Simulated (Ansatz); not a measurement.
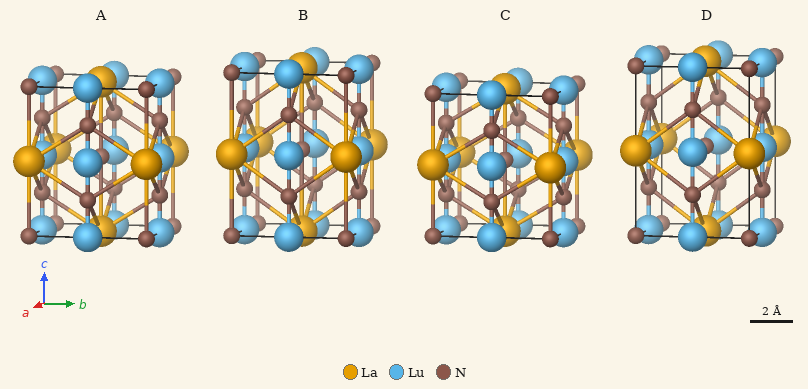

4 geometries from one relaxation of crystalline LaLu$_{2}$N$_{3}$ (a generated structure, set up in I4/mmm) (coarse preliminary run), in shuffled order. The picture is a ball-and-stick view of the conventional cell (2 times the calculation's cell), seen slightly off an axis. Lengths and directions refer to the drawn axes.

The calculation used DFT PBE, scalar-relativistic, plane waves, PAW in Ansatz 0.2.0. (plane-wave cutoff 420 eV; k-point mesh 4 × 4 × 4; occupations gaussian; smearing width 0.1 eV; no spin polarisation; cell and atoms relaxed; force threshold 0.04 eV/Å; at most 70 steps)

Put them in the order of the run, from the start to the converged end.

C, A, B, D. They are steps 0, 1, 3, 9, at +4.542 eV per cell of the calculation, +2.186 eV per cell of the calculation, +0.237 eV per cell of the calculation relative to the last. After 7 accepted moves (9 points after the start) the energy has fallen by 4.542 eV per cell of the calculation. All forces vanish by symmetry, so only the cell relaxes. Pressure: 27.83 GPa at the start and 0.11 GPa at the end. The SCF was repeated twice at an unchanged geometry on a basis and grid sized afresh for the cell, which shifted the energy by 0.105 eV per cell of the calculation at most. The atoms keep their places relative to the cell (all moves are under 0.005 Å). The drawn cell changes as follows: a = b 5.769 → 5.578 Å (−3.3 %), c 6.868 → 8.183 Å (+19.2 %); the volume changes by +11.4 %. Among the contacts that change: Lu–Lu 3.434 → 4.092 Å, La–N 3.434 → 4.092 Å, Lu–N 1.717 → 2.046 Å, La–N 3.357 → 3.459 Å. The space group stays I4/mmm (No. 139).
